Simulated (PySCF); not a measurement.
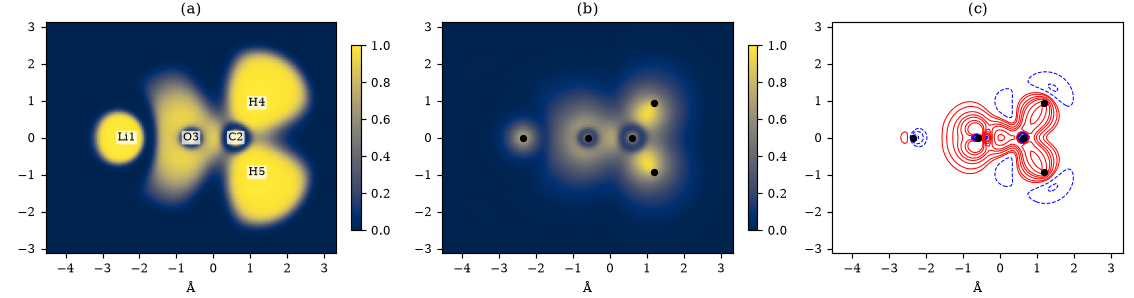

Figure 1: CH2LiO, charge +1, SMILES `[Li+].C=O`. Three fields in the molecular plane. (c): solid red lines positive, dashed blue lines negative.

Level of theory: HF/def2-TZVP (PySCF), at a geometry from GFN2-xTB. The pair's geometry is semi-empirical, so its contact may be too short or too long. GFN2-xTB bond lengths at metals and heavier atoms can be off by up to 0.1 Å and shapes distorted, which carries into these values.

Input script:

```python
import numpy as np
from pyscf import gto, scf, dft
from pyscf.scf import atom_ks, atom_hf
from scipy.linalg import block_diag

def solve(mol, dm0=None, hcore=None):
    mf = scf.UHF(mol) if mol.spin else scf.RHF(mol)
    mf = mf.density_fit(auxbasis='def2-universal-jkfit')
    mf.conv_tol, mf.max_cycle = 1e-8, 80
    if hcore is not None:
        mf.get_hcore = lambda *args: hcore
    mf.kernel(dm0)
    if not mf.converged:
        mf = mf.newton().run(mf.mo_coeff, mf.mo_occ, max_cycle=30)
    assert mf.converged, 'SCF not converged'
    return mf

mol = gto.M(atom='''
Li     2.03795    -0.00106     0.00000
C     -0.91614    -0.00071     0.00000
O      0.29472     0.00096     0.00000
H     -1.48738    -0.93954     0.00000
H     -1.48738     0.93934     0.00000
''', basis='def2-tzvp', charge=1, spin=0, verbose=4)
mf = solve(mol)
mf.analyze()
# spherically averaged free atoms, for the promolecule
atm = scf.atom_hf.get_atm_nrhf(mol)
pro = block_diag(*[(atm[a[0]][2] * atm[a[0]][3]) @ atm[a[0]][2].T for a in mol._atom])
np.savez('result.npz', e=mf.e_tot, c=mf.mo_coeff, occ=mf.mo_occ, eps=mf.mo_energy, pro=pro, dip=mf.dip_moment(verbose=0), s2=mf.spin_square()[0])
```

Launched as:

```sh
OMP_NUM_THREADS=1 python input.py
```

The run took 2.6 s on 1 thread of AMD EPYC (Zen 3) (shared host), peak memory 0.23 GiB.

Partitions, critical points and surface values were worked out afterwards from this run's density.

Q: The panels show, in some order, the electron localisation function (ELF), localised orbital locator (LOL) and deformation density. Which is which?

A: (a) is the electron localisation function (ELF): it runs from 0 to 1 and is close to 1 over wide basins that fill the valence regions. (b) is the localised orbital locator (LOL): it runs from 0 to 1, peaks where electrons are localised, as in bonds, and fades smoothly outside. (c) is the deformation density: it has both signs, with gains where valence electrons gather and losses around them.
